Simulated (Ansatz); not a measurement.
One crystal and one scan (energy against volume) at two levels, PBE (plane waves to 420 eV, PAW, scalar-relativistic; Ansatz, an electronic-structure program) and r2SCAN (plane waves to 500 eV, PAW, scalar-relativistic; Ansatz), each from its own relaxed cell and on its own mesh. The cell shown is that of PBE.

V (bcc, W type)

```
V
1.0
   -1.49869     1.49869     1.49869
    1.49869    -1.49869     1.49869
    1.49869     1.49869    -1.49869
V
1
Direct
  0.00000   0.00000   0.00000
```

The volume is varied about the relaxed value V₀ at fixed cell shape. Symmetry pins the atoms to their sites.

The energy includes the smearing's −TS. The PAW data are Ansatz's earlier set. V is run without spin polarisation. V was relaxed with its symmetry unable to fall. Percentages come from the unrounded values. Both scans cover V/V₀ from 0.940 to 1.060.

```csv
quantity,PBE,r2SCAN,PBE − r2SCAN
Lattice constant a (Å),2.997,2.985,+0.012 (+0.4 %)
Pressure at the smallest volume (GPa),12.6,13.3,-0.7 (-5 %)
Energy cost of the largest compression (meV/atom),30,32,-2 (-4 %)
Energy cost of the largest expansion (meV/atom),25,26,-1 (-5 %)
Bulk modulus B₀ (third-order Birch-Murnaghan fit) (GPa),181.6,192.6,-11.0 (-5.7 %)
Pressure derivative B₀′ (fit),3.8,3.6,+0.2 (+3 %)
Pressure for 5 % compression (fit) (GPa),10.3,10.8,-0.5 (-5 %)
```

PBE gives the higher value for: lattice constant a. PBE gives the lower value for: pressure at the smallest volume; bulk modulus B₀; pressure for 5 % compression. For the lattice constant a the reference is 3.021 Å (measured, corrected to the static lattice; as given in Daniel Mejia-Rodriguez, S. B. Trickey, Physical Review B (2018), arXiv:1807.09216): PBE lies nearer. For the bulk modulus B₀ the reference is 161 GPa (measured, corrected to the static lattice; as given in H. Levämäki, M. P. J. Punkkinen, K. Kokko et al., Physical Review B (2014), arXiv:1402.3671): PBE lies nearer. 

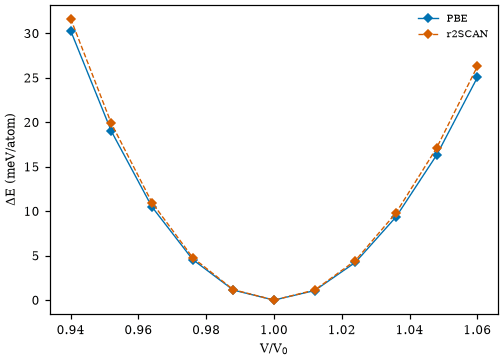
Figure: ΔE, each from the relaxed starting cell of its own level.

(A scan under strain: stresses follow from slopes of the energy per volume, elastic moduli from its curvatures.)
